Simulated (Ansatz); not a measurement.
**KMgF3 (Pm-3m): refractive index against wavelength**

The refractive index of KMgF3 (Pm-3m) below the direct gap (7.65 eV on the mesh) is read from one computed spectrum, n = √(Re ε).

Cell: a, b, c = 3.986, 3.986, 3.986 Å (primitive vectors), 5 atoms.

Method: Ansatz 0.2.0, PBE, independent particles, k-mesh 8×8×8 with interpolation inside its cells, Gaussian parameter 0.15 eV.

Launch of the response step: `ansatz run input.yaml --threads 4 --pin off --max-ram 8192MiB --backend cpu --events-out ev --progress --plain --runs-dir out`. The run took 5 s, on 4 threads of Intel(R) Xeon(R) 6975P-C (Granite Rapids) (shared host).

```
wavelength (nm)  photon energy E (eV)       n
            532                 2.331  1.4831
            450                 2.755  1.4873
            405                 3.061  1.4908
            365                 3.397  1.4952
            308                 4.025  1.5052
            266                 4.661       ?
            248                 4.999  1.5265
```

In the single-oscillator model n² − 1 = E₀E_d/(E₀² − E²), so 1/(n² − 1) = E₀/E_d − E²/(E₀E_d) is linear in E².

Working, on the rows shown:

| x = E² (eV²) | y = 1/(n² − 1) |
| --- | --- |
| 5.43137 | 0.833621 |
| 7.59115 | 0.825041 |
| 9.37179 | 0.818006 |
| 11.5384 | 0.809308 |
| 16.2043 | 0.790122 |
| 24.9936 | 0.751765 |

Means: x̄ = 12.522, ȳ = 0.80464. Σ(x − x̄)(y − ȳ) = -1.066, Σ(x − x̄)² = 254.6. Slope = -1.066 / 254.6 = -0.004186; intercept = ȳ − slope · x̄ = 0.85706. Turned back into n, the line misses the rows shown by at most 0.00048.

Q: Predict the last column of the withheld row from the fit.

A: At x = 21.725 the line gives y = 0.76612, that is 1.5183. The run gave 1.5181, so the interpolation is off by 0.00022, 0.5 % of the range in the table.

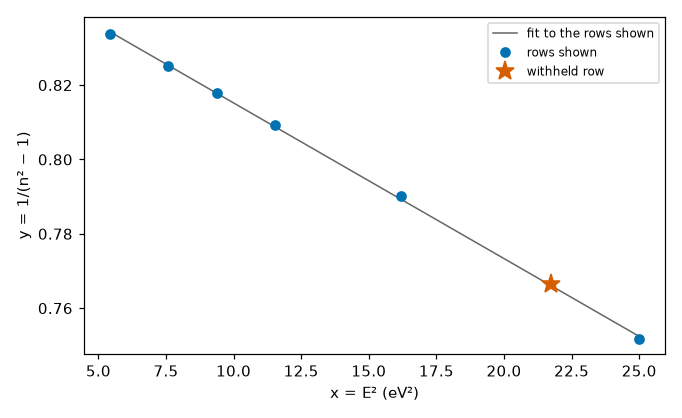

Refitted with all rows, the slope is -0.004177 and the intercept 0.85699. These give E₀ = √(intercept/−slope) = 14.32 eV and E_d = E₀/intercept = 16.7 eV; E₀ is 1.9 times the direct gap. The electronic limit at long wavelengths, without lattice vibrations, is n = √(1 + 1/intercept) = 1.472. Excitons are left out and so are local fields; PBE gaps are as a rule too small.

[Logs are printed without paths, hosts, clocks, repeated set-up lines and the standing remarks that a program may print on its own settings, such as how far it seeks lower states.]
